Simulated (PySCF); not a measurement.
System: H2Si, singlet: map of symmetric stretch and bend. Scanned: Si-H bond length and H-Si-H angle.

Cartesian coordinates as functions of the variables (Å; names that start with a are angles):
```
Si  0  0  0
H  r*sin(a/2)  0  r*cos(a/2)
H  -r*sin(a/2)  0  r*cos(a/2)
```

Level of theory: CAM-B3LYP/cc-pVDZ (PySCF).

Energy in mEh above the lowest grid point; x is the Si-H bond length (Å), y the H-Si-H angle (°).

```csv
y \ x,1.29,1.37,1.44,1.52,1.60,1.67,1.75,1.82,1.90,1.98,2.05
180,140.7,120.0,113.4,115.6,125.0,137.4,154.7,170.8,176.7,182.3,188.0
170,136.6,115.3,108.1,109.0,116.5,125.8,135.9,143.0,150.7,158.8,166.4
160,125.5,102.6,93.7,92.1,96.2,102.3,110.3,117.9,127.3,137.3,146.5
150,109.8,85.2,74.7,71.1,73.7,79.0,87.2,95.8,106.6,118.2,128.9
140,92.6,66.8,55.2,50.8,52.8,58.2,67.2,76.6,88.7,101.6,113.5
130,76.5,49.9,37.7,32.9,35.0,40.7,50.3,60.5,73.7,87.8,100.6
120,63.0,35.9,23.4,18.4,20.6,26.6,36.8,47.7,61.7,76.7,90.3
110,53.3,25.7,12.9,7.8,10.1,16.4,27.0,38.4,53.0,68.6,82.8
100,48.0,19.9,6.8,1.6,3.8,10.2,21.0,32.6,47.6,63.6,78.2
90,47.7,19.1,5.6,0.0,2.0,8.3,19.1,30.8,45.8,62.1,76.8
80,53.0,23.6,9.6,3.5,5.0,11.0,21.5,33.0,47.9,64.1,78.8
70,64.3,34.0,19.2,12.2,13.1,18.5,28.5,39.6,54.0,69.8,84.2
```

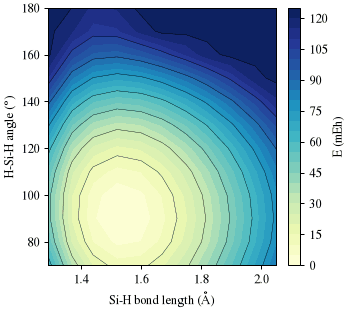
Figure: Energy surface, cut off at 122 mEh.

Points that lie below all their neighbours on the grid: x = 1.52, y = 90 (0.0 mEh).
